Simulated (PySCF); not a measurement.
# CCSDT/STO-3G run of BH2Cl (SMILES [H]B([H])Cl)

What is the vertical singlet–triplet gap of BH2Cl at CCSDT/STO-3G? The job is set up through a Python script.

The calculation is run with PySCF 2.14.0.

8 further runs of the same task are left out: 8 set aside as unsound or not needed.

**1. The system as given**

BH2Cl: 4 atoms, total charge 0, spin state singlet. As SMILES, `[H]B([H])Cl`. The shape is that of a GFN2-xTB optimisation.

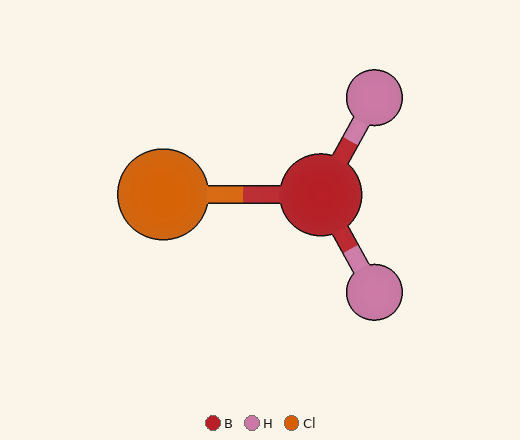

Viewed from a chosen angle; boron red, hydrogen pink, chlorine orange.

**2. The energy at CCSDT/STO-3G**

File run.py:

```python
from pyscf import gto, cc

molecule = gto.Mole()
molecule.atom = '''
B      0.130977     0.216222    -0.000775
H      2.343430     0.133641     0.029366
H     -0.967785     2.138395    -0.035810
Cl    -1.506641    -2.488278     0.007238
'''
molecule.unit = 'bohr'
molecule.charge = 0
molecule.verbose = 4
molecule.max_memory = 1860
molecule.basis = 'sto-3g'
molecule.build()

mf = molecule.RHF()
mf.conv_tol = 1e-10
mf.kernel()
if not mf.converged:
    mf = mf.newton().run(mf.mo_coeff, mf.mo_occ)

mycc = cc.CCSDT(mf, frozen=6)
mycc.kernel()
energy = mycc.e_tot
print(f'total energy: {energy:.8f} hartree')
```

On the command line:

```bash
$ OMP_NUM_THREADS=1 python run.py
```

Output:

```text
PySCF version 2.14.0

[INPUT] num. atoms = 4
[INPUT] num. electrons = 24
[INPUT] charge = 0
[INPUT] spin (= nelec alpha-beta = 2S) = 0
[INPUT] symmetry False subgroup None
[INPUT] Mole.unit = bohr
[INPUT] Symbol           X                Y                Z      unit          X                Y                Z       unit  Magmom
[INPUT]  1 B      0.069310043555   0.114419754900  -0.000410112338 AA    0.130977000000   0.216222000000  -0.000775000000 Bohr   0.0
[INPUT]  2 H      1.240089751386   0.070719771645   0.015539817976 AA    2.343430000000   0.133641000000   0.029366000000 Bohr   0.0
[INPUT]  3 H     -0.512129767070   1.131589901945  -0.018949835923 AA   -0.967785000000   2.138395000000  -0.035810000000 Bohr   0.0
[INPUT]  4 Cl    -0.797280082238  -1.316740012034   0.003830184653 AA   -1.506641000000  -2.488278000000   0.007238000000 Bohr   0.0

[... 42 lines left out ...]
converged SCF energy = -480.124577100934
[... 16 lines left out ...]
WARN: A large `blksize` is being used, which may cause large memory consumption
[... 3 lines left out ...]
WARN: A large `blksize_oovv` is being used, which may cause large memory consumption
[... 3 lines left out ...]
WARN: A large `blksize_oooo` is being used, which may cause large memory consumption
[... 13 lines left out ...]
Init t2, MP2 energy = -480.168054865062  E_corr(MP2) -0.043477764128
[... 12 lines left out ...]
RCCSDT converged
[... 3 lines left out ...]
total energy: -480.18433437 hartree
```

It took 1.1 s on 1 thread of Arm Neoverse V1, shared host; peak memory 0.12 GiB.

**3. The triplet at the same level**

File job.py:

```python
from pyscf import gto, scf, cc

mol = gto.Mole()
mol.atom = 'B 0.069310 0.114420 -0.000410; H 1.240090 0.070720 0.015540; H -0.512130 1.131590 -0.018950; Cl -0.797280 -1.316740 0.003830'
mol.charge = 0
mol.spin = 2
mol.max_memory = 1860
mol.basis = 'sto-3g'
mol.verbose = 3
mol.build()

mf = scf.UHF(mol)
mf.conv_tol = 1e-10
mf.kernel()
if not mf.converged:
    mf = mf.newton().run(mf.mo_coeff, mf.mo_occ)

mycc = cc.CCSDT(mf, frozen=6)
mycc.kernel()
energy = mycc.e_tot
print('E = %.10f Eh' % energy)
```

On the command line:

```bash
$ OMP_NUM_THREADS=1 python job.py
```

Output:

```text
WARN: HOMO 0.133728988831637 >= LUMO -0.31701211287328

converged SCF energy = -479.892177639579  <S^2> = 2.0033856  2S+1 = 3.0022562
_make_eris_incore_UCCSDT

WARN: A large `blksize_v_aaa` is being used, which may cause large memory consumption
      for storing contraction intermediates. If memory is sufficient, consider using
      `pyscf.cc.uccsdt_highm.UCCSDT` instead.

WARN: A large `blksize_v_aab` is being used, which may cause large memory consumption
      for storing contraction intermediates. If memory is sufficient, consider using
      `pyscf.cc.uccsdt_highm.UCCSDT` instead.

UCCSDT converged
E(UCCSDT) = -479.9537683804983   E_corr = -0.06159074091953533
E_corr(same-spin) = -0.00964593693189486
E_corr(oppo-spin) = -0.0519448039876405
E = -479.9537683805 Eh
```

Run time: 1.2 s. Hardware: 1 thread of Arm Neoverse V1, shared host; peak memory 0.1 GiB.

**4. What came out**

At CCSDT/STO-3G, 6 core orbitals frozen:

| quantity | value |
| --- | --- |
| singlet: total energy | -480.18433 Eh |
| singlet: dipole moment (Hartree–Fock density) | 1.22 D |
| singlet: HOMO energy (Hartree–Fock orbitals) | -10.64 eV |
| singlet: LUMO energy (Hartree–Fock orbitals) | 5.78 eV |
| singlet: HOMO–LUMO gap (Hartree–Fock orbitals) | 16.42 eV |
| singlet: correlation energy (6 core orbitals frozen) | -59.8 mEh |
| singlet: T1 diagnostic | 0.013 |
| triplet: total energy | -479.95377 Eh |
| triplet: dipole moment (Hartree–Fock density) | 0.74 D |
| triplet: HOMO energy (Hartree–Fock orbitals) (highest over α and β) | -5.18 eV |
| triplet: LUMO energy (Hartree–Fock orbitals) (lowest over α and β) | -1.44 eV |
| triplet: correlation energy (6 core orbitals frozen) | -61.6 mEh |
| triplet: ⟨S²⟩ of the reference determinant | 2.003 |
| triplet: T1 diagnostic | 0.013 |
| vertical energy of the triplet above the singlet | 6.274 eV |

In words: At this shape the triplet lies 6.27 eV (145 kcal/mol) above the singlet. In a minimal basis such a difference can be off by several eV, whatever the method. Mulliken charges (singlet) of the mean-field density run from -0.20 on Cl4 to +0.27 on B1.
